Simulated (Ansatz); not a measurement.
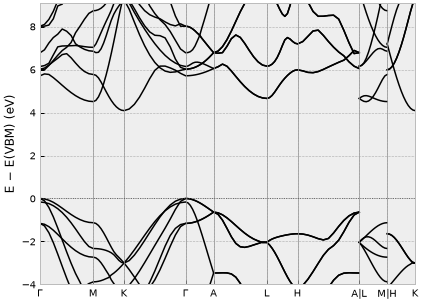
*Band structure from DFT-r²SCAN in the program Ansatz with PAW potentials*

Question: Read off the gap and where the band edges lie.

Answer: About 4.1 eV (4.09 eV by a search for the band edges); maximum at Γ, minimum at K.

Question: Which compound is it?
A. BeS, wurtzite
B. AlN, wurtzite
C. C, P6_3/mmc (C on 4e, C on 4f)
D. GaN, wurtzite

Answer: A, BeS, wurtzite

Space group P6_3mc (wurtzite). The start of the workflow was typed in or built on a structure type; neither database checked (COD, Materials Project) lists it. COD files the formula under space group No. 216, so this cell is another polymorph or a model. Whether it is the stable phase at ambient conditions was not checked. Symmetry was held in the r²SCAN relaxation; whether a distortion lowers the energy is not shown.

Potentials: the earlier of the program's two PAW sets.
